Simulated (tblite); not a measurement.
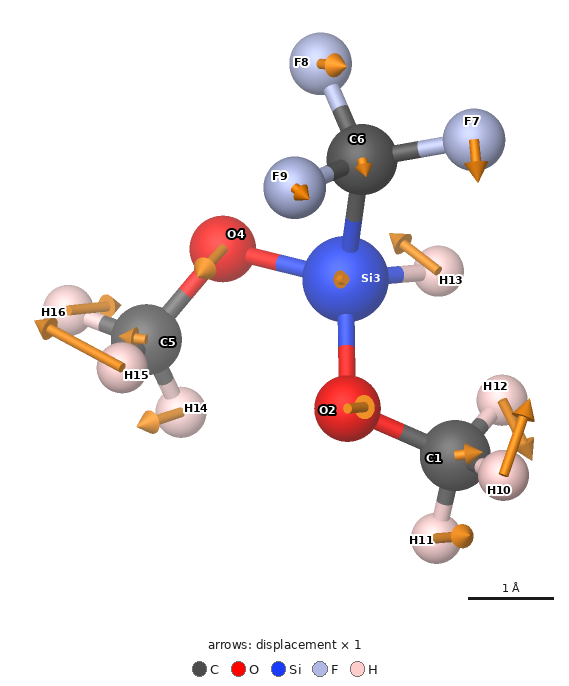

A relaxation of C3H7F3O2Si. The starting structure is drawn; orange arrows show the displacements, at their true length. The two geometries are superimposed by the best rigid fit.

A ball-and-stick model, seen at a tilt.

All numbers below come from tblite, GFN2-xTB geometry optimisation, gas phase. 

Atoms of which element are displaced furthest, and by how much?

Hydrogen: up to 1.38 Å, against 0.80 Å for oxygen.

What happened in the run?

After 198 geometry steps the energy has fallen by 1.432 eV. H15 moves most after the best rigid fit: 1.38 Å. Largest moves by element: H 1.38 Å, O 0.80 Å, F 0.52 Å, C 0.35 Å, Si 0.23 Å. Some distances before and after: Si3–O4 1.714 → 1.597 Å, Si3–C6 1.867 → 1.942 Å, O2–Si3 1.682 → 1.610 Å, C6–F9 1.386 → 1.344 Å. Among the angles between lasting bonds that change: C1–O2–Si3 106.1° → 132.9°, Si3–O4–C5 112.9° → 131.1°, Si3–C6–F9 105.6° → 114.6°. Groups turn about O4–C5 by about 115°, C1–O2 by about 70°, Si3–O4 by about 55°.
